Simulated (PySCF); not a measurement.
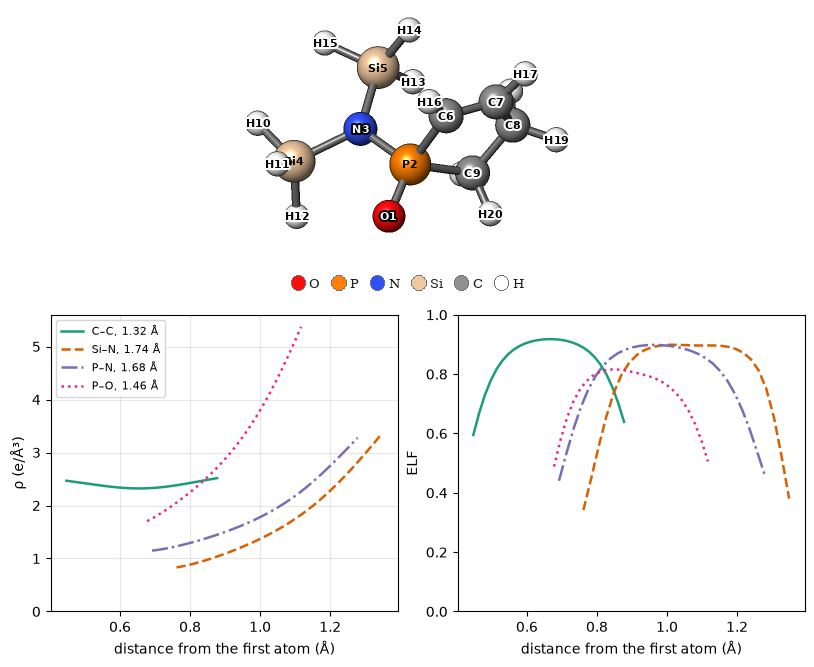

C$_{4}$H$_{12}$NOPSi$_{2}$. Electron density and ELF along straight lines between neighbouring atoms. The curves leave out the atomic cores. The structure is drawn too.

Geometry: GFN2-xTB.

The calculation used PBE0/pcSseg-1, SCF density, gas phase, non-relativistic in PySCF.

```xyz
21

O     0.2347   -2.4422    0.3583
P     0.2548   -0.9837    0.2230
N    -1.2715   -0.3381   -0.0294
Si   -2.5311   -1.5650   -0.0116
Si   -1.4456    1.3742   -0.2853
C     1.0471   -0.0515    1.5591
C     1.9573    0.7849    1.0840
C     2.1292    0.8688   -0.4047
C     1.4186   -0.3219   -1.0470
H    -3.7540   -0.7898   -0.2179
H    -2.5413   -2.2179    1.2928
H    -2.3123   -2.4899   -1.1193
H    -0.8829    1.7334   -1.5943
H    -0.7488    2.1069    0.7747
H    -2.8806    1.6214   -0.2500
H     0.8217   -0.2001    2.6023
H     2.5663    1.4308    1.7017
H     1.6955    1.8139   -0.7483
H     3.1915    0.8878   -0.6626
H     2.1199   -1.1366   -1.2429
H     0.9224   -0.0685   -1.9829
```

What can be read from the curves?

Answer. C–C (1.32 Å): ρ at the midpoint is about 2.3 e/Å³; the ELF peaks at about 0.90 between the atoms; a short, multiple covalent bond.
Si–N (1.74 Å): ρ is about 1 e/Å³ halfway; the ELF peaks at about 0.90 between the atoms; a shared but strongly polarised pair.
P–N (1.68 Å): the density is about 1.4 e/Å³ at the midpoint; the ELF peaks at about 0.90 between the atoms (a polar covalent bond).
P–O (1.46 Å): ρ is about 1.9 e/Å³ halfway; the ELF peaks at about 0.80 between the atoms: a short, strongly polar bond.
